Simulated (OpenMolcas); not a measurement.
**SiO⁻: relativistic diatomic calculation (part 2 of 2)**

The same run, continued: SiO⁻. Method: SA-CASSCF(9,7)/XMS-CASPT2 + RASSI spin-orbit (X2C scalar, AMFI), ANO-RCC-VTZP (OpenMolcas).

The program's output (extracts), continued:
```
++ Dipole transition strengths (spin-free states):
     for osc. strength at least  1.00000000E-05
      From   To        Osc. strength     Einstein coefficients Ax, Ay, Az (sec-1)    Total A (sec-1)
         1    3       2.90280285E-04  0.00000000E+00  0.00000000E+00  2.49888006E+05  2.49888006E+05
         1    9       5.91367706E-02  1.89077962E+07  3.53734604E+07  0.00000000E+00  5.42812566E+07
         1   10       5.96693020E-02  3.59819076E+07  1.92057497E+07  0.00000000E+00  5.51876572E+07
         1   11       1.65575957E-01  9.40544729E+07  1.11803092E+08  0.00000000E+00  2.05857565E+08
         1    8       7.78928482E-05  0.00000000E+00  0.00000000E+00  1.00471731E+05  1.00471731E+05
         1   12       1.18359894E-01  8.81914856E+07  7.43705194E+07  0.00000000E+00  1.62562005E+08
         1   13       5.08009835E-02  7.04376197E+07  8.46496529E+07  0.00000000E+00  1.55087273E+08
         1   14       2.76131467E-02  5.97686283E+07  3.40436353E+07  0.00000000E+00  9.38122636E+07
         1   15       2.81740175E-02  3.46590057E+07  6.12486027E+07  0.00000000E+00  9.59076085E+07
         2    4       2.90280281E-04  0.00000000E+00  0.00000000E+00  2.49888003E+05  2.49888003E+05
         2    9       5.91368934E-02  3.53735269E+07  1.89078424E+07  0.00000000E+00  5.42813693E+07
         2   10       5.96692945E-02  1.92057454E+07  3.59819049E+07  0.00000000E+00  5.51876503E+07
         2   11       1.65575963E-01  1.11803090E+08  9.40544827E+07  0.00000000E+00  2.05857572E+08
         2    7       7.78928572E-05  0.00000000E+00  0.00000000E+00  1.00471742E+05  1.00471742E+05
         2   12       1.18359851E-01  7.43704921E+07  8.81914539E+07  0.00000000E+00  1.62561946E+08
         2   13       5.08009796E-02  8.46496561E+07  7.04376045E+07  0.00000000E+00  1.55087261E+08
         2   14       2.76131565E-02  3.40436318E+07  5.97686653E+07  0.00000000E+00  9.38122970E+07
         2   15       2.81736871E-02  6.12479926E+07  3.46584911E+07  0.00000000E+00  9.59064836E+07
        20   16       2.35762028E-03  1.76512569E+04  9.09874187E+04  0.00000000E+00  1.08638676E+05
        20   17       2.35762027E-03  9.09874183E+04  1.76512566E+04  0.00000000E+00  1.08638675E+05
        20   21       3.13285910E-02  0.00000000E+00  0.00000000E+00  3.64363128E+07  3.64363128E+07
        20   19       5.00390285E-05  2.33395440E+04  1.42894394E+05  0.00000000E+00  1.66233938E+05
        20   18       5.00390297E-05  1.42894397E+05  2.33395457E+04  0.00000000E+00  1.66233942E+05
        16   21       1.10323346E-01  1.39172872E+07  6.83966956E+07  0.00000000E+00  8.23139828E+07
        16   22       1.14583992E-01  1.13078523E+08  4.38051369E+05  0.00000000E+00  1.13516574E+08
        16   23       1.14692936E-01  4.39306231E+05  1.13401379E+08  0.00000000E+00  1.13840685E+08
        16   24       1.19169570E-01  1.02002241E+08  2.08421984E+07  0.00000000E+00  1.22844439E+08
        16   19       2.53129197E-02  0.00000000E+00  0.00000000E+00  6.54504518E+07  6.54504518E+07
        16   18       2.69951027E-02  0.00000000E+00  0.00000000E+00  6.97999949E+07  6.97999949E+07
        17   21       1.10323324E-01  6.83966828E+07  1.39172831E+07  0.00000000E+00  8.23139659E+07
        17   22       1.14583950E-01  4.38053746E+05  1.13078478E+08  0.00000000E+00  1.13516532E+08
        17   23       1.14692910E-01  1.13401359E+08  4.39300395E+05  0.00000000E+00  1.13840660E+08
        17   24       1.19169666E-01  2.08422376E+07  1.02002301E+08  0.00000000E+00  1.22844539E+08
        17   19       2.69951026E-02  0.00000000E+00  0.00000000E+00  6.97999947E+07  6.97999947E+07
        17   18       2.53129198E-02  0.00000000E+00  0.00000000E+00  6.54504519E+07  6.54504519E+07
         4    9       9.98593266E-05  6.75460023E+01  2.38142499E+01  0.00000000E+00  9.13602522E+01
         4   10       2.02015535E-04  5.65117562E+01  1.75545056E+02  0.00000000E+00  2.32056812E+02
         4   11       2.32546445E-03  5.28767600E+04  2.86208043E+04  0.00000000E+00  8.14975643E+04
         4   12       2.50659494E-03  5.21516594E+04  9.72334136E+04  0.00000000E+00  1.49385073E+05
         4   13       4.71097657E-02  2.04889098E+07  1.11426986E+07  0.00000000E+00  3.16316085E+07
         4   14       5.11848175E-02  1.15471446E+07  3.13413840E+07  0.00000000E+00  4.28885286E+07
         4   15       5.92547348E-02  3.67338872E+07  1.31149474E+07  0.00000000E+00  4.98488346E+07
         3    9       9.98584283E-05  2.38139188E+01  6.75455116E+01  0.00000000E+00  9.13594304E+01
         3   10       2.02015515E-04  1.75545030E+02  5.65117597E+01  0.00000000E+00  2.32056789E+02
         3   11       2.32546430E-03  2.86208093E+04  5.28767497E+04  0.00000000E+00  8.14975590E+04
         3   12       2.50657759E-03  9.72329804E+04  5.21510585E+04  0.00000000E+00  1.49384039E+05
         3   13       4.71097674E-02  1.11427028E+07  2.04889068E+07  0.00000000E+00  3.16316096E+07
         3   14       5.11848079E-02  3.13413770E+07  1.15471436E+07  0.00000000E+00  4.28885206E+07
         3   15       5.92548837E-02  1.31149988E+07  3.67339610E+07  0.00000000E+00  4.98489599E+07
         9    6       1.38446132E-03  3.10899514E+03  4.06035548E+03  0.00000000E+00  7.16935062E+03
         9    5       1.38446134E-03  4.06035591E+03  3.10899479E+03  0.00000000E+00  7.16935069E+03
         9    8       1.35472594E-04  1.30811502E+03  2.96768798E+03  0.00000000E+00  4.27580300E+03
         9    7       1.35470584E-04  2.96764968E+03  1.30808989E+03  0.00000000E+00  4.27573957E+03
         9   15       4.77106663E-03  0.00000000E+00  0.00000000E+00  3.75336282E+06  3.75336282E+06
        10    6       1.02434773E-03  2.73117824E+03  2.04952071E+03  0.00000000E+00  4.78069895E+03
        10    5       1.02434769E-03  2.04952072E+03  2.73117807E+03  0.00000000E+00  4.78069879E+03
        10    8       3.94757744E-04  6.74608005E+03  5.20723679E+03  0.00000000E+00  1.19533168E+04
        10    7       3.94757763E-04  5.20723362E+03  6.74608380E+03  0.00000000E+00  1.19533174E+04
        10   14       4.99185191E-03  0.00000000E+00  0.00000000E+00  3.87874259E+06  3.87874259E+06
         6   13       1.53186287E-04  1.76532272E+04  6.11440419E+04  0.00000000E+00  7.87972691E+04
         6   14       1.43390997E-02  5.46258841E+06  4.01904037E+06  0.00000000E+00  9.48162878E+06
         6   15       1.01052247E-02  3.17998256E+06  3.53208704E+06  0.00000000E+00  6.71206960E+06
         5   13       1.53186109E-04  6.11436970E+04  1.76534803E+04  0.00000000E+00  7.87971773E+04
         5   14       1.43391002E-02  4.01904056E+06  5.46258861E+06  0.00000000E+00  9.48162917E+06
         5   15       1.01052376E-02  3.53209203E+06  3.17998612E+06  0.00000000E+00  6.71207815E+06
        11    8       1.94289405E-05  4.16959412E+00  4.15507712E+00  0.00000000E+00  8.32467124E+00
        11    7       1.94289346E-05  4.15507375E+00  4.16959495E+00  0.00000000E+00  8.32466870E+00
         8   12       3.47273234E-04  2.27026085E+02  2.28560682E+02  0.00000000E+00  4.55586767E+02
         8   13       7.22946997E-04  1.38293398E+05  1.32051208E+05  0.00000000E+00  2.70344606E+05
         8   14       7.05572974E-03  2.01781459E+06  1.51370077E+06  0.00000000E+00  3.53151537E+06
         8   15       4.58967287E-03  8.99151561E+05  1.40994010E+06  0.00000000E+00  2.30909166E+06
         7   12       3.47276523E-04  2.28563214E+02  2.27027867E+02  0.00000000E+00  4.55591081E+02
         7   13       7.22946849E-04  1.32051366E+05  1.38293185E+05  0.00000000E+00  2.70344551E+05
         7   14       7.05573036E-03  1.51369969E+06  2.01781598E+06  0.00000000E+00  3.53151567E+06
         7   15       4.58953506E-03  1.40990145E+06  8.99120878E+05  0.00000000E+00  2.30902233E+06
        21   19       1.65477673E-03  1.40422404E+05  7.76090449E+05  0.00000000E+00  9.16512852E+05
        21   18       1.65477658E-03  7.76090490E+05  1.40422281E+05  0.00000000E+00  9.16512771E+05
        22   19       3.37058540E-03  6.90696508E+05  5.74483452E+05  0.00000000E+00  1.26517996E+06
        22   18       3.37058503E-03  5.74483672E+05  6.90696149E+05  0.00000000E+00  1.26517982E+06
        23   19       3.36537744E-03  5.71825069E+05  6.87500336E+05  0.00000000E+00  1.25932540E+06
        23   18       3.36537961E-03  6.87500516E+05  5.71825700E+05  0.00000000E+00  1.25932622E+06
        24   19       2.81272111E-03  8.43823141E+05  1.44251238E+05  0.00000000E+00  9.88074379E+05
        24   18       2.81271952E-03  1.44250858E+05  8.43822961E+05  0.00000000E+00  9.88073819E+05
 Electric-quadrupole - electric-quadrupole not included
 Electric-dipole - electric-octupole not included
 Electric-dipole - magnetic-quadrupole not included
   Eigenvalues of complex Hamiltonian:
  (Shifted by EMIN (a.u.) =       -364.8396818348)
 SO State       Relative EMIN(au)   Rel lowest level(eV)    D:o, cm**(-1)      Omega
     1            -0.0002592209        0.0000000000              0.0000         0.5
     2            -0.0002592209        0.0000000000              0.0000         0.5
     3             0.0002569407        0.0140454713            113.2844         1.5
     4             0.0002569407        0.0140454713            113.2844         1.5
     5             0.1079114307        2.9434733800          23740.7139         0.5
     6             0.1079114307        2.9434733800          23740.7139         0.5
     7             0.1079136458        2.9435336566          23741.2000         1.5
     8             0.1079136458        2.9435336566          23741.2000         1.5
     9             0.1454916007        3.9660819007          31988.6078         2.5
    10             0.1454916007        3.9660819007          31988.6078         2.5
    11             0.1456783156        3.9711626735          32029.5870         1.5
    12             0.1456783156        3.9711626735          32029.5870         1.5
    13             0.1458726724        3.9764513906          32072.2434         0.5
    14             0.1458726724        3.9764513906          32072.2434         0.5
    15             0.1460744114        3.9819409878          32116.5200         0.5
    16             0.1460744114        3.9819409878          32116.5200         0.5
    17             0.1636329669        4.4597336234          35970.1775         0.6
    18             0.1636329669        4.4597336234          35970.1775         0.6
    19             0.1637392995        4.4626270805          35993.5148         1.5
    20             0.1637392995        4.4626270805          35993.5148         1.5
    21             0.1690210898        4.6063519184          37152.7338         2.1
    22             0.1690210898        4.6063519184          37152.7338         2.1
    23             0.1696645163        4.6238604452          37293.9496         2.1
    24             0.1696645163        4.6238604452          37293.9496         2.1
    25             0.1814222513        4.9438047119          39874.4741         3.5
    26             0.1814222513        4.9438047119          39874.4741         3.5
    27             0.1820101048        4.9598010206          40003.4931         2.5
    28             0.1820101048        4.9598010206          40003.4931         2.5
    29             0.1967042605        5.3596493681          43228.4875         0.5
    30             0.1967042605        5.3596493681          43228.4875         0.5
    31             0.2001552975        5.4535568675          43985.9025         1.5
    32             0.2001552975        5.4535568675          43985.9025         1.5
    33             0.2005816312        5.4651579989          44079.4720         0.6
    34             0.2005816312        5.4651579989          44079.4720         0.6
    35             0.2067617008        5.6333262597
```

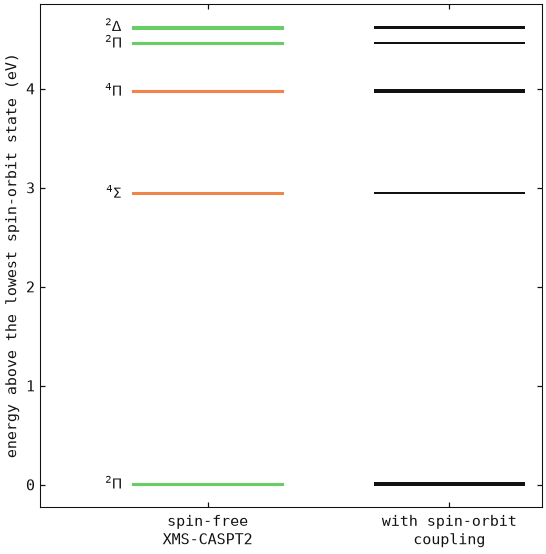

Figure 2. States up to 4.8 eV at 1.602 Å, without spin-orbit coupling (left, a colour for each spin multiplicity) and with it (right, where close levels merge). The spin-free states run ²Π (0.00 eV), ⁴Σ (2.94 eV), ⁴Π (3.97 eV), ²Π (4.45 eV), ²Δ (4.60 eV) from the lowest. The lowest spin-orbit levels have |Ω| = 1/2 (0 cm⁻¹), 3/2 (113 cm⁻¹), 1/2 (23,741 cm⁻¹), 3/2 (23,741 cm⁻¹), 5/2 (31,989 cm⁻¹).

Outcome of the run: converged; components of a degenerate state are split by 141 cm⁻¹; whether the anion is bound against detachment isn't tested.
